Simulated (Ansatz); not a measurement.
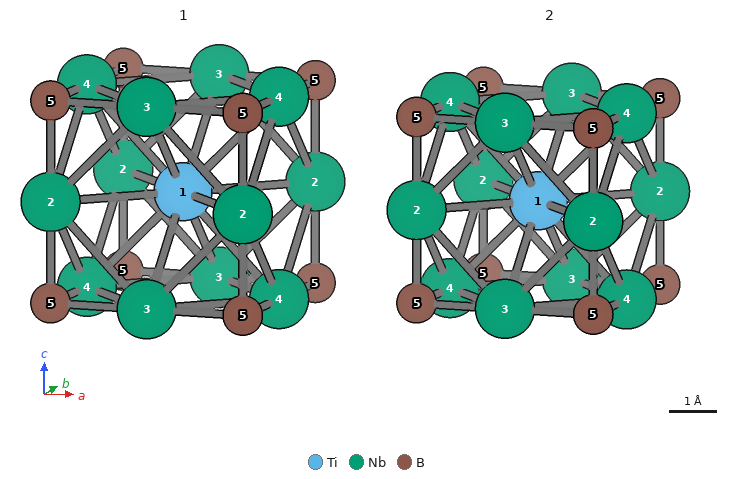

Two geometries of a crystal of TiNb3B (a generated structure, set up in Pm-3m) (coarse preliminary run), drawn at one scale. One is the start of a relaxation, the other its converged end. The picture is a ball-and-stick view of the cell of the calculation, seen slightly off an axis.

Level of theory: Ansatz, DFT PBE, scalar-relativistic, plane waves, PAW. Set-up: plane-wave cutoff 420 eV; k-point mesh 4 × 4 × 4; occupations gaussian; smearing width 0.1 eV; no spin polarisation; cell and atoms relaxed; force threshold 0.04 eV/Å; at most 70 steps.

Question: Which of the two is the end point?

Answer: Structure 1 is the relaxed one. The atoms keep their places relative to the cell (all moves are under 0.005 Å). The drawn cell changes as follows: a = b = c 4.040 → 4.394 Å (+8.8 %); the volume changes by +28.7 %. Some distances before and after: Ti1–Nb2 2.857 → 3.107 Å, Nb2–Nb3 2.857 → 3.107 Å, Nb2–B5 2.020 → 2.197 Å. The space group stays Pm-3m (No. 221). After 4 accepted moves (5 points after the start) the energy has fallen by 635 meV per atom. All forces vanish by symmetry, so only the cell relaxes. Pressure: 64.12 GPa at the start and 0.31 GPa at the end. At 1 point the geometry stayed and the basis and grid were re-selected for the new cell (energy shift of 4.0 meV per atom at most each time). Cost: 7.4 s on 1 thread of AMD EPYC 7R43 64-Core Processor (Zen 3), with other jobs on the host, peak memory 0.43 GiB.

Limits of the set-up: the k-point mesh is coarse for a cell with partly filled bands.
